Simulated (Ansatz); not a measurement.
# CH₃BOSe: geometry and vibrations

What shape does CH₃BOSe take? The plan is to relax it, then compute its harmonic vibrations to see whether it is a minimum and to get the zero-point energy and entropy.

Program: Ansatz 0.2.0, Gaussian basis. Level of theory: RKS PBE0-D4/def2-TZVP. These are calculated values, not measurements.

The runs, in order: relaxation at PBE-D4/def2-SVP; relaxation at PBE0-D4/def2-TZVP; harmonic vibrations at the same level.

1 further run of the same task is left out (set aside as unsound or not needed).

## 1. Where the work starts

SMILES `BC(O)=[Se]`, 7 atoms, charge 0, spin multiplicity 1.

Atoms are counted from 1 here; the program's logs count them from 0.

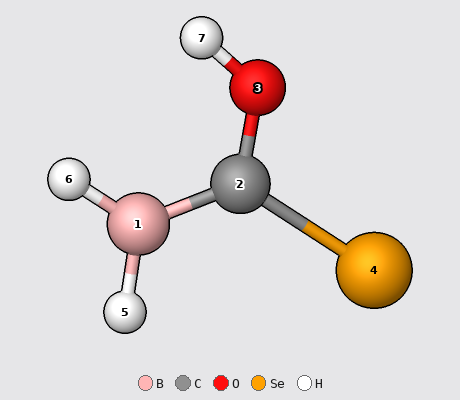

Start geometry, drawn with boron pink, carbon grey, oxygen red, selenium orange, hydrogen white; atoms are numbered from 1 in the order of the file.

Geometry (Å):

```xyz
7

B    -0.2054    0.9834   -0.0039
C    -0.1512   -0.5304   -0.0979
O     0.9775   -1.1950    0.2746
Se   -1.8160   -1.8791   -0.8662
H    -1.2476    1.5610   -0.3677
H     0.6573    1.6840    0.3776
H     1.8465   -0.6919    0.6378
```

The start is a force-field geometry with small random shifts, so a cheaper pass at PBE-D4/def2-SVP comes first.

## 2. Optimising with PBE-D4/def2-SVP (cheap first pass)

Input file in.yaml:

```yaml
crystal:
  periodic: [false, false, false]
  atoms:
    - {symbol: B, position_ang: [-0.205400, 0.983400, -0.003900]}
    - {symbol: C, position_ang: [-0.151200, -0.530400, -0.097900]}
    - {symbol: O, position_ang: [0.977500, -1.195000, 0.274600]}
    - {symbol: Se, position_ang: [-1.816000, -1.879100, -0.866200]}
    - {symbol: H, position_ang: [-1.247600, 1.561000, -0.367700]}
    - {symbol: H, position_ang: [0.657300, 1.684000, 0.377600]}
    - {symbol: H, position_ang: [1.846500, -0.691900, 0.637800]}
basis:
  gaussian: {orbitals: def2-SVP}
hamiltonian: {xc: pbe, dispersion: d4}
relax: {f_tol: 0.03, max_steps: 200}
```

Command:

```
$ ansatz run in.yaml --threads 2 --pin off --events-out ev --progress --plain --max-ram 4352MiB
```

What it wrote, shortened:

```text
Functional definition: PBE
  name "PBE"
  cite "Perdew, Burke & Ernzerhof, Phys. Rev. Lett. 77, 3865 (1996) doi:10.1103/PhysRevLett.77.3865"
  parent pbe
[...]
975 factors; their error is unknown
[...]
mean field -69130.16000844 eV, -2540.4865222048 hartree, gradient 5.3e-5 eV, S^2 0.000000; 2 other end points of the search recorded, 0 dependent functions left out
[...]
reference -69130.16003976 eV, -2540.4865233557 hartree; 28, 28 occupied and 61, 61 virtual orbitals, 975 factors
relax step   1: F+E_penalty+E_count = -69130.28853973 eV  Δ(F+E_penalty+E_count) = +0.000e0 eV  max|allowed force component| = 3.476e0 eV/Å  Δτ_max = 0.0000 Å  (83 SCF iters, accepted)
[...]
relax step   5: F+E_penalty+E_count = -69132.22319663 eV  Δ(F+E_penalty+E_count) = -1.947e-2 eV  max|allowed force component| = 2.689e-1 eV/Å  Δτ_max = 0.0750 Å  (31 SCF iters, accepted)
[...]
relax step   9: F+E_penalty+E_count = -69132.28560694 eV  Δ(F+E_penalty+E_count) = -3.993e-2 eV  max|allowed force component| = 4.485e-1 eV/Å  Δτ_max = 0.2000 Å  (36 SCF iters, accepted)
[...]
relax step  13: F+E_penalty+E_count = -69132.68080523 eV  Δ(F+E_penalty+E_count) = -1.452e-1 eV  max|allowed force component| = 5.416e-1 eV/Å  Δτ_max = 0.1953 Å  (38 SCF iters, accepted)
[...]
relax step  17: F+E_penalty+E_count = -69132.81238322 eV  Δ(F+E_penalty+E_count) = -1.425e-2 eV  max|allowed force component| = 1.675e-1 eV/Å  Δτ_max = 0.0261 Å  (30 SCF iters, accepted)
[...]
relax step  18: F+E_penalty+E_count = -69132.81681316 eV  Δ(F+E_penalty+E_count) = -4.430e-3 eV  max|allowed force component| = 4.059e-2 eV/Å  Δτ_max = 0.0226 Å  (29 SCF iters, accepted)
[...]
relax step  19: F+E_penalty+E_count = -69132.81706322 eV  Δ(F+E_penalty+E_count) = -2.501e-4 eV  max|allowed force component| = 2.333e-2 eV/Å  Δτ_max = 0.0066 Å  (33 SCF iters, accepted)
975 factors; their error is unknown
mean field -69132.67333866 eV, -2540.5788853868 hartree, gradient 1.2e-5 eV, S^2 0.000000; 1 other end points of the search recorded, 0 dependent functions left out
[...]
reference -69132.67336766 eV, -2540.5788864524 hartree; 28, 28 occupied and 61, 61 virtual orbitals, 975 factors
Total energy: -69132.81709222 eV, -2540.5841682327 hartree
Atom 0 at    -0.348046     0.869085    -0.193703 Å, force    -0.000822    -0.015343    -0.000170 eV/Å
Atom 1 at     0.080101    -0.599082    -0.035423 Å, force    -0.002612     0.015560    -0.004999 eV/Å
Atom 2 at     0.909615    -1.399738     0.597778 Å, force     0.009135     0.009124     0.023325 eV/Å
Atom 3 at    -1.171025    -1.022091    -1.260100 Å, force    -0.004879    -0.002445    -0.006707 eV/Å
Atom 4 at    -1.148272     1.344700     0.592706 Å, force     0.001018    -0.000101     0.002965 eV/Å
Atom 5 at     0.278722     1.591771    -0.948562 Å, force     0.002879     0.004164     0.000182 eV/Å
Atom 6 at     1.460005    -0.852645     1.201603 Å, force    -0.004719    -0.010959    -0.014597 eV/Å
Dipole moment:     0.392759    -0.138456     0.342511 e Å
```

It took 31 s on 2 threads of Arm Neoverse V1, shared host.

Relaxation path: (the energy doesn't fall at every step)

```
step  energy from step 1 (eV)  largest force component (eV/Å)
   1                   0.0000                          3.4757
   2                  -1.2238                          2.6985
   3                  -1.8405                          1.0318
   4                  -1.9152                          0.5631
   5                  -1.9347                          0.2689
   6                  -1.9392                          0.1544
   7                  -1.9425                          0.0931
   8                  -1.9571                          0.2369
   9                  -1.9971                          0.4485
  10                  -2.0553                          0.8058
  11                  -2.1272                          0.8573
  12                  -2.2470                          0.6833
  13                  -2.3923                          0.5416
  14                  -2.4743                          0.4867
  15                  -2.5096                          0.3753
  16                  -2.4896                          1.0760
  17                  -2.5238                          0.1675
  18                  -2.5283                          0.0406
  19                  -2.5285                          0.0233
```

Close pairs (by a distance rule), those that changed most:

```
  bond  before (Å)  after (Å)  change (Å)
C2–Se4       2.276      1.801      -0.475
 O3–H7       1.068      0.983      -0.085
 C2–O3       1.362      1.315      -0.046
 B1–H6       1.175      1.219      +0.044
 B1–H5       1.246      1.219      -0.027
 B1–C2       1.518      1.537      +0.020
```

## 3. Geometry optimisation, PBE0-D4/def2-TZVP

Input file in.yaml:

```yaml
crystal:
  periodic: [false, false, false]
  atoms:
    - {symbol: B, position_ang: [-0.348046, 0.869085, -0.193703]}
    - {symbol: C, position_ang: [0.080101, -0.599082, -0.035423]}
    - {symbol: O, position_ang: [0.909615, -1.399738, 0.597778]}
    - {symbol: Se, position_ang: [-1.171025, -1.022091, -1.260100]}
    - {symbol: H, position_ang: [-1.148272, 1.344700, 0.592706]}
    - {symbol: H, position_ang: [0.278722, 1.591771, -0.948562]}
    - {symbol: H, position_ang: [1.460005, -0.852645, 1.201603]}
basis:
  gaussian: {orbitals: def2-TZVP}
hamiltonian: {xc: pbe0, dispersion: d4}
relax: {f_tol: 0.005, max_steps: 150}
```

Launched as before.

What it wrote, shortened:

```text
Functional definition: PBE0
  name "PBE0"
  cite "Adamo & Barone, J. Chem. Phys. 110, 6158 (1999) doi:10.1063/1.478522"
  cite "Perdew, Burke & Ernzerhof, Phys. Rev. Lett. 77, 3865 (1996) doi:10.1103/PhysRevLett.77.3865"
  parent pbe
[...]
1044 factors; their error is unknown
[...]
mean field -69147.11246641 eV, -2541.1095135443 hartree, gradient 3.0e-5 eV, S^2 0.000000; 0 other end points of the search recorded, 0 dependent functions left out
[...]
reference -69147.11249471 eV, -2541.1095145843 hartree; 28, 28 occupied and 131, 131 virtual orbitals, 1044 factors
relax step   1: F+E_penalty+E_count = -69147.23253971 eV  Δ(F+E_penalty+E_count) = +0.000e0 eV  max|allowed force component| = 9.195e-1 eV/Å  Δτ_max = 0.0000 Å  (31 SCF iters, accepted)
[...]
reference -69147.14315593 eV, -2541.1106413634 hartree; 28, 28 occupied and 131, 131 virtual orbitals, 1044 factors
Total energy: -69147.26369353 eV, -2541.1150710386 hartree
Atom 0 at    -0.345207     0.868424    -0.191918 Å, force     0.000994     0.000189     0.000962 eV/Å
Atom 1 at     0.076245    -0.591458    -0.038070 Å, force     0.000634     0.000872     0.000641 eV/Å
Atom 2 at     0.897956    -1.377187     0.594778 Å, force    -0.001317     0.000331    -0.001114 eV/Å
Atom 3 at    -1.159547    -1.014329    -1.249168 Å, force    -0.000814    -0.001664    -0.001003 eV/Å
Atom 4 at    -1.132297     1.325616     0.584496 Å, force     0.000116    -0.000215     0.000152 eV/Å
Atom 5 at     0.273968     1.571310    -0.936180 Å, force     0.000179    -0.000176     0.000055 eV/Å
Atom 6 at     1.449982    -0.850376     1.190361 Å, force     0.000208     0.000663     0.000307 eV/Å
Dipole moment:     0.405332    -0.071247     0.363303 e Å
```

Run time: 27 s. Hardware: 2 threads of Arm Neoverse V1, shared host; peak memory 0.35 GiB.

Relaxation path:

```
step  energy from step 1 (eV)  largest force component (eV/Å)
   1                   0.0000                          0.9195
   2                  -0.0277                          0.3722
   3                  -0.0310                          0.0550
   4                  -0.0311                          0.0248
   5                  -0.0311                          0.0059
   6                  -0.0311                          0.0017
```

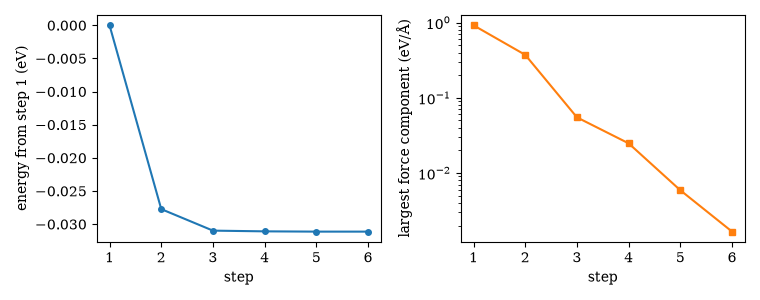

Energy and force, step by step.

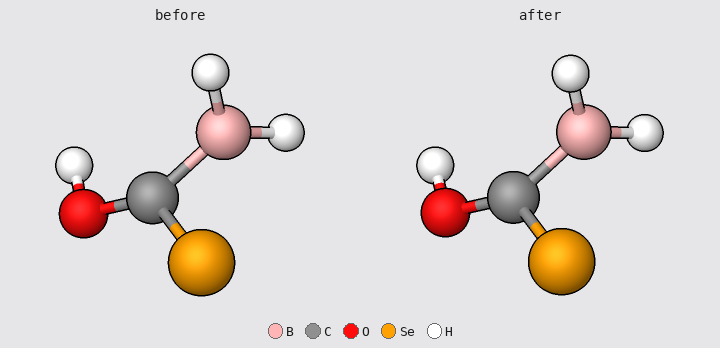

Before and after, at one scale.

Close pairs (by a distance rule), those that changed most:

```
  bond  before (Å)  after (Å)  change (Å)
 B1–H5       1.219      1.196      -0.022
 B1–H6       1.219      1.196      -0.022
C2–Se4       1.801      1.781      -0.020
 O3–H7       0.983      0.968      -0.015
 C2–O3       1.315      1.301      -0.014
 B1–C2       1.537      1.527      -0.010
```

Mulliken charges at the end point, from the run's report:

```
atom  value (e)
  B1      -0.24
  C2       0.17
  O3      -0.28
 Se4      -0.05
  H5       0.02
  H6       0.02
  H7       0.35
```

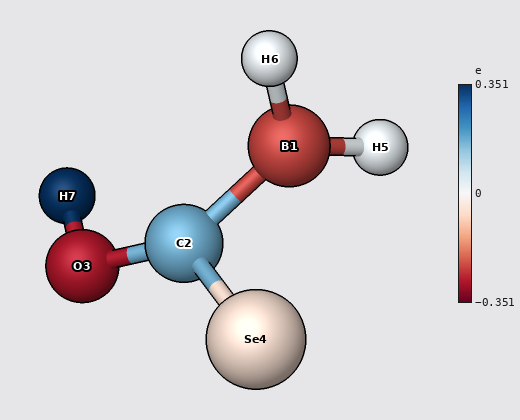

Mulliken charges at the end point, from the run's report, as colours on the atoms.

## 4. Harmonic vibrations

Input file in.yaml:

```yaml
crystal:
  periodic: [false, false, false]
  atoms:
    - {symbol: B, position_ang: [-0.345207, 0.868424, -0.191918]}
    - {symbol: C, position_ang: [0.076245, -0.591458, -0.038070]}
    - {symbol: O, position_ang: [0.897956, -1.377187, 0.594778]}
    - {symbol: Se, position_ang: [-1.159547, -1.014329, -1.249168]}
    - {symbol: H, position_ang: [-1.132297, 1.325616, 0.584496]}
    - {symbol: H, position_ang: [0.273968, 1.571310, -0.936180]}
    - {symbol: H, position_ang: [1.449982, -0.850376, 1.190361]}
basis:
  gaussian: {orbitals: def2-TZVP}
hamiltonian: {xc: pbe0, dispersion: d4}
phonons: {temperatures: {t_min: 298.15, t_max: 900, t_step: 200}}
```

Same command.

What it wrote, shortened:

```text
Functional definition: PBE0
  name "PBE0"
  cite "Adamo & Barone, J. Chem. Phys. 110, 6158 (1999) doi:10.1063/1.478522"
  cite "Perdew, Burke & Ernzerhof, Phys. Rev. Lett. 77, 3865 (1996) doi:10.1103/PhysRevLett.77.3865"
  parent pbe
[...]
1044 factors; their error is unknown
[...]
mean field -69147.14312800 eV, -2541.1106403372 hartree, gradient 6.6e-5 eV, S^2 0.000000; 0 other end points of the search recorded, 0 dependent functions left out
[...]
reference -69147.14315625 eV, -2541.1106413752 hartree; 28, 28 occupied and 131, 131 virtual orbitals, 1044 factors
[...]
1044 factors; their error is unknown
mean field -69147.14305227 eV, -2541.1106375541 hartree, gradient 1.4e-6 eV, S^2 0.000000; 0 other end points of the search recorded, 0 dependent functions left out
[...]
reference -69147.14308052 eV, -2541.1106385922 hartree; 28, 28 occupied and 131, 131 virtual orbitals, 1044 factors
[...]
Total energy: -69147.26369385 eV, -2541.1150710503 hartree
Atom 0 at    -0.345207     0.868424    -0.191918 Å, force     0.000985     0.000171     0.000983 eV/Å
Atom 1 at     0.076245    -0.591458    -0.038070 Å, force     0.000608     0.000884     0.000620 eV/Å
Atom 2 at     0.897956    -1.377187     0.594778 Å, force    -0.001325     0.000319    -0.001124 eV/Å
Atom 3 at    -1.159547    -1.014329    -1.249168 Å, force    -0.000798    -0.001664    -0.000989 eV/Å
Atom 4 at    -1.132297     1.325616     0.584496 Å, force     0.000121    -0.000219     0.000147 eV/Å
Atom 5 at     0.273968     1.571310    -0.936180 Å, force     0.000189    -0.000163     0.000041 eV/Å
Atom 6 at     1.449982    -0.850376     1.190361 Å, force     0.000221     0.000671     0.000321 eV/Å
Dipole moment:     0.405332    -0.071245     0.363303 e Å
Vibrations: 262.07 304.35 349.02 606.25 615.60 700.19 831.14 872.58 954.84 1159.90 1332.87 1494.22 2568.97 2653.52 3760.87 cm⁻¹, zero-point energy 1.144771 eV
```

Wall time 1.9 min (2 threads of Arm Neoverse V1, shared host); peak memory 0.34 GiB.

Motions are named by where the mode's potential energy lies. The modes, unscaled (a negative number is an imaginary wavenumber):

```
mode  cm⁻¹                          motion
   1   262                            bend
   2   304                         torsion
   3   349                            bend
   4   606                         torsion
   5   616                         torsion
   6   700                    C–Se stretch
   7   831                            bend
   8   873  torsion with out-of-plane bend
   9   955       mixed, led by B–C stretch
  10  1160                            bend
  11  1333                            bend
  12  1494                     C–O stretch
  13  2569                     B–H stretch
  14  2654                     B–H stretch
  15  3761                     O–H stretch
```

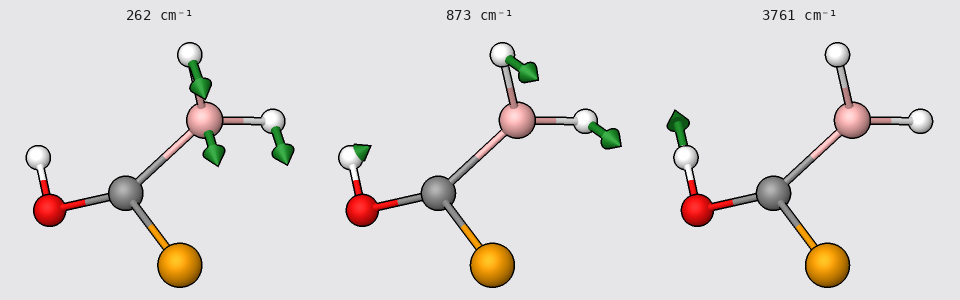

Displacements of 3 modes, as arrows.

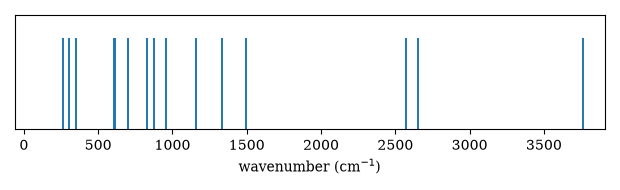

The harmonic wavenumbers as sticks (no intensities were computed).

From these modes and the moments of inertia (298.15 K, 1 bar, symmetry number 1):

```
                term            value
   zero-point energy    26.4 kcal/mol
          H(298) − E    29.9 kcal/mol
entropy, translation  168.6 J/(mol K)
   entropy, rotation  107.0 J/(mol K)
  entropy, vibration   24.8 J/(mol K)
      entropy, total  300.4 J/(mol K)
```

## 5. Outcome

| quantity | value |
| --- | --- |
| point group | Cs |
| steps | 19 + 6 |
| shift from the start (rms) | 0.829 Å |
| total energy | -69147.2637 eV |
| dispersion term | -121 meV |
| dipole moment | 2.64 D |
| lowest, highest wavenumber | 262, 3761 cm⁻¹ |
| zero-point energy | 26.4 kcal/mol |
| entropy at 298.15 K | 300.4 J/(mol K) |

In words: The relaxed geometry lies 0.83 Å (rms) from the start; the bond that changed most is C2–Se4, from 2.276 to 1.781 Å. All wavenumbers are real, so the end point is a minimum. The stiffest mode, 3761 cm⁻¹, is an O–H stretch. Harmonic hybrid wavenumbers usually lie a few per cent above measured fundamentals. The largest Mulliken charge, +0.35 e, sits on H7.
